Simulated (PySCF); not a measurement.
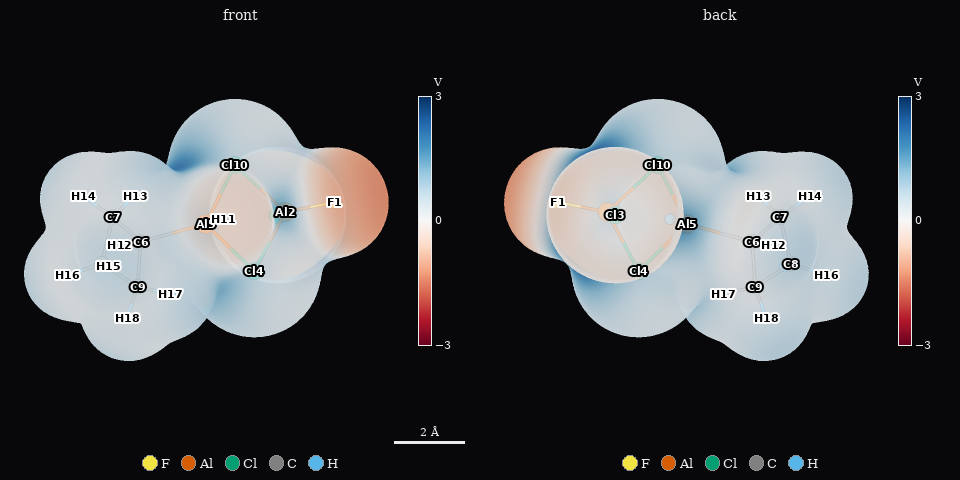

Figure. C4H8Al2Cl3F. The molecular electrostatic potential painted on the density surface at 0.002 e/bohr³, seen from the front and from behind; the colour scale runs from red (negative) to blue (positive).

Geometry: GFN2-xTB.

The calculation used PBE0/pcSseg-1, SCF density, gas phase, non-relativistic in PySCF 2.14.0.

| atom | x (Å) | y (Å) | z (Å) |
| --- | --- | --- | --- |
| F | 4.3785 | 2.2919 | 0.0049 |
| Al | 3.8235 | 0.8286 | -0.5183 |
| Cl | 4.9723 | -0.6875 | -1.1898 |
| Cl | 2.3704 | 0.1924 | 1.0079 |
| Al | 0.7476 | 0.7224 | -0.3577 |
| C | -0.5023 | -0.7726 | -0.6717 |
| C | -1.8083 | -0.1227 | -1.2094 |
| C | -2.5363 | -0.5263 | 0.0735 |
| C | -1.1965 | -0.8780 | 0.7199 |
| Cl | 2.1676 | 1.3112 | -1.9028 |
| H | 0.1605 | 2.0452 | 0.1804 |
| H | -0.3689 | -1.7646 | -1.1061 |
| H | -1.7232 | 0.9648 | -1.3068 |
| H | -2.2082 | -0.5245 | -2.1382 |
| H | -3.1135 | 0.2562 | 0.5637 |
| H | -3.1719 | -1.3997 | -0.0650 |
| H | -0.8599 | -0.0924 | 1.4094 |
| H | -1.1401 | -1.8380 | 1.2298 |

Where is the surface potential most negative and most positive?

Answer. The most negative region (about −1.3 V, or −30 kcal/mol for a unit charge) lies over F1, the most positive (about +2.5 V, or +58 kcal/mol for a unit charge) over Al2.

How polar is the molecule by this calculation?

Answer. Its dipole moment is 2.48 D.
